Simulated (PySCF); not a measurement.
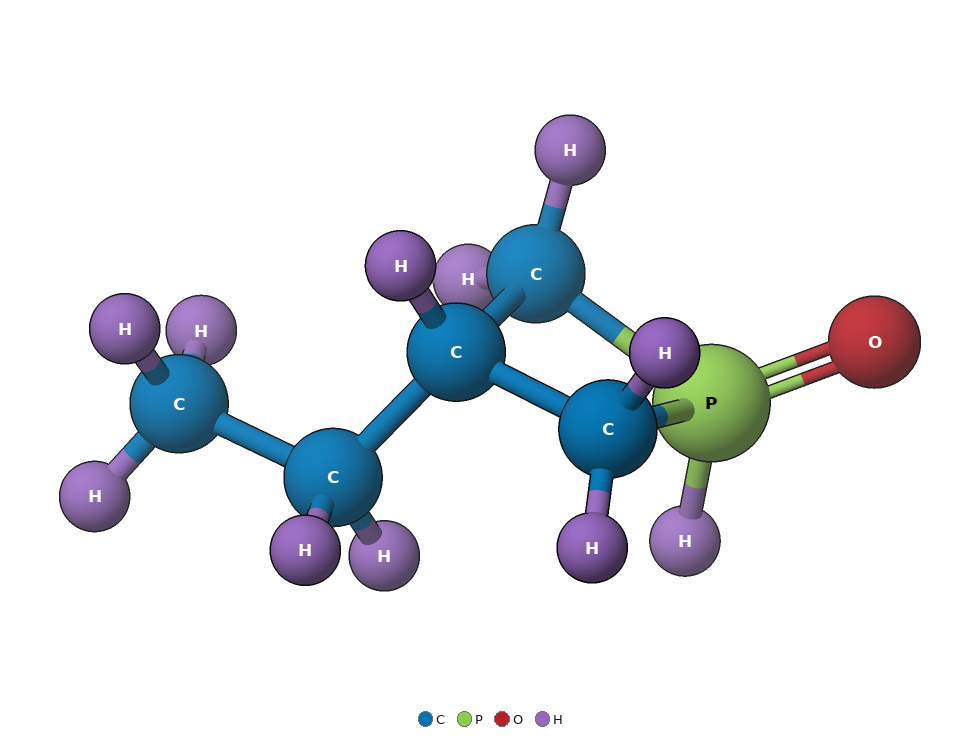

Computed geometry: GFN2-xTB optimisation. No frequency run is at hand to confirm it as a minimum. Method: CAM-B3LYP/def2-SVPD, gas phase (PySCF 2.14.0). Excitations: vertical, linear response.

**What is the LUMO energy (Kohn–Sham orbital)?**

1.17 eV.

**Estimate the lowest vertical singlet excitation.**

7.12 eV.

**What is the dipole moment?**

4.72 D.

**Give the brightest of the 8 lowest singlets at this level.**

7.82 eV.

The geometry is semi-empirical. Around P such bond lengths and angles can be off by a tenth of an ångström or more and by several degrees, and values that hang on the shape move with them.
